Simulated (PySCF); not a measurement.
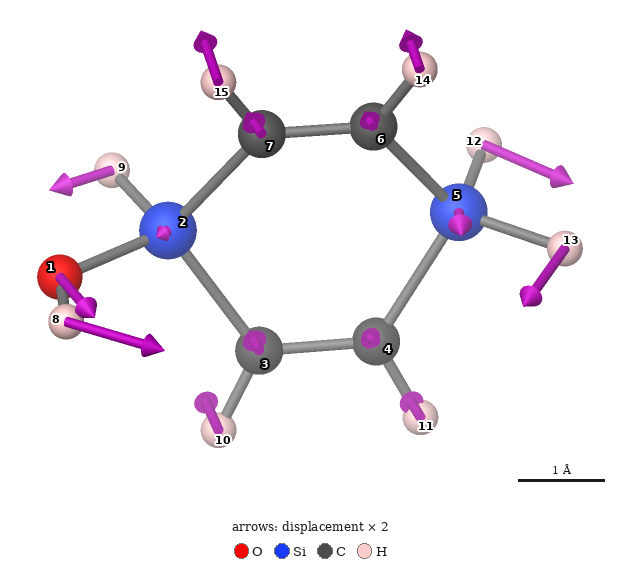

This is a relaxation of C$_{4}$H$_{8}$OSi$_{2}$. The starting structure is drawn; purple arrows show the displacements, 2 times their true length. The two geometries are superimposed by the best rigid fit.

A ball-and-stick model, seen at a tilt.

The start comes from GFN2-xTB. Its atoms were then displaced at random by about 0.01 Å.

Theory: PBE0-D3(BJ)/def2-SVP geometry optimisation, gas phase (PySCF 2.14.0, density-fitted response routines). 

Which element moves most?

Answer. Hydrogen: up to 0.67 Å, against 0.48 Å for oxygen.

Describe the change and its energy.

Answer. After 9 geometry steps the energy has fallen by 0.320 eV. H12 moves most after the best rigid fit: 0.67 Å. By element the largest moves are H 0.67 Å, O 0.48 Å, Si 0.25 Å, C 0.25 Å. Near-neighbour distances that change, for instance: O1–Si2 1.601 → 1.672 Å, Si2–Si5 3.429 → 3.499 Å, Si2–H9 1.439 → 1.489 Å, Si5–H12 1.459 → 1.498 Å. Among the angles between lasting bonds that change: Si2–O1–H8 123.3° → 115.7°, H12–Si5–H13 110.0° → 106.5°, Si2–C3–C4 122.5° → 125.5°. Groups turn about Si2–C3 by about 20°, Si2–C7 by about 20°, Si5–C6 by about 20°. Cost: 86 s on 1 thread of Arm Neoverse V2, on a shared host.
